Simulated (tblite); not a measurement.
# C5H5BS: the cost of one run

Computed with tblite 0.8.0 and PySCF 2.14.0, with density-fitted response routines of our own, on a single molecule in the gas phase. Atoms count from 0, in the outputs and in this text.

## (1) The starting structure

12 atoms, charge 0, multiplicity 1; geometry from: force field or distance geometry start.

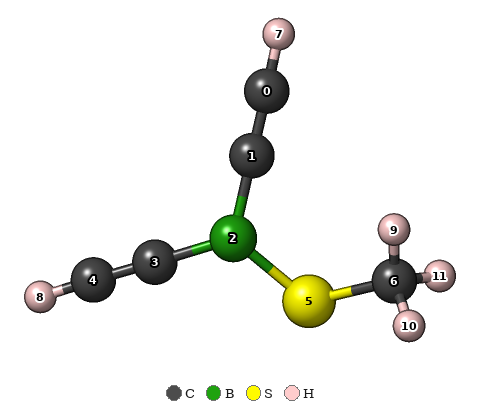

As it starts; carbon dark grey, boron green, sulfur yellow, hydrogen pink, atoms numbered.

## (2) Geometry optimisation with GFN2-xTB

Job settings and geometry (Å):

```
{"job": {"kind": "relax", "xc": "GFN2-xTB", "basis": "xTB"}, "charge": 0, "multiplicity": 1}
C     -0.924200     2.003900     1.311900
C     -0.777500     0.935100     0.750400
B     -0.579900    -0.435100     0.044800
C     -1.845900    -1.241000    -0.386100
C     -2.831500    -1.876700    -0.678700
S      0.919800    -0.591000    -1.041900
C      2.430300     0.073100    -0.335000
H     -1.080400     2.946200     1.785400
H     -3.680000    -2.438900    -0.966800
H      2.282700     0.597200     0.633000
H      3.158600    -0.763100    -0.136700
H      2.929100     0.789800    -1.006400
```

On the command line:

```sh
$ OMP_NUM_THREADS=1 python probes_run.py task.json out
```

This one command runs all jobs of the session in turn.

Q: Estimate the wall time of this first job on 1 thread of Intel Xeon at 2.50GHz, shared host.

About 1.9 s.
